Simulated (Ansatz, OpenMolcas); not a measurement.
How methods differ on AlClO (SMILES [O]=[Al][Cl])

The species is AlClO (3 atoms), meant as a singlet with charge 0. As SMILES, `[O]=[Al][Cl]`. The shape comes from GFN2-xTB, which is rough for such elements, and wasn't checked as a minimum.

```xyz
3

O     0.1075    1.6943    0.2460
Al    0.0093    0.1472    0.0214
Cl   -0.1168   -1.8415   -0.2673
```

Each level gives the vertical energy of the triplet above the singlet (eV). The values are calculated.

```json
{"level": "PBE/STO-3G", "kind": "GGA", "program": "Ansatz", "value (eV)": "3.98", "less FCI/STO-3G": "-0.03"}
{"level": "B3LYP/STO-3G", "kind": "global hybrid", "program": "OpenMolcas", "value (eV)": "3.60", "less FCI/STO-3G": "-0.41"}
{"level": "CAM-B3LYP/STO-3G", "kind": "range-separated hybrid", "program": "Ansatz", "value (eV)": "3.44", "less FCI/STO-3G": "-0.57"}
{"level": "HSE06/STO-3G", "kind": "range-separated hybrid", "program": "Ansatz", "value (eV)": "3.50", "less FCI/STO-3G": "-0.51"}
{"level": "wB97X/STO-3G", "kind": "range-separated hybrid", "program": "Ansatz", "value (eV)": "3.45", "less FCI/STO-3G": "-0.56"}
{"level": "CASSCF(2,2)/STO-3G", "kind": "multireference", "program": "OpenMolcas", "value (eV)": "2.65", "less FCI/STO-3G": "-1.36"}
{"level": "CCSDT(Q)/STO-3G", "kind": "coupled cluster or CI", "program": "Ansatz", "value (eV)": "4.03", "less FCI/STO-3G": "+0.02"}
{"level": "FCI/STO-3G, open shells restricted", "kind": "exact in the basis", "program": "OpenMolcas", "value (eV)": "4.01", "less FCI/STO-3G": "0.00"}
{"level": "FCI/STO-3G", "kind": "exact in the basis", "program": "Ansatz", "value (eV)": "4.01", "less FCI/STO-3G": "0.00"}
```

FCI/STO-3G, open shells restricted is exact within its basis and frozen core, so for wave-function methods in that basis the difference is their error; functionals converge differently with the basis, so for them it is only a difference. The values span 2.65 to 4.03 eV. All rows use very small basis sets, so even the best lies far from the true value.

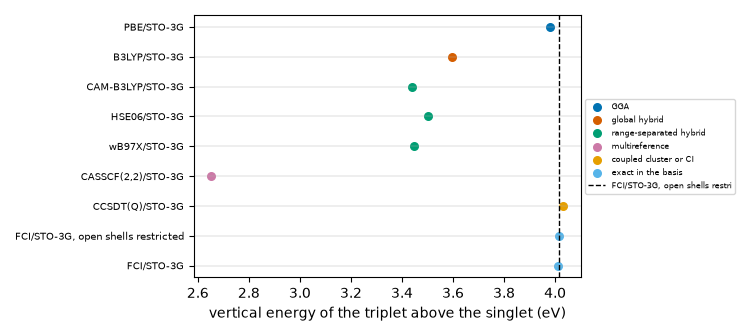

The values of the table, level by level.
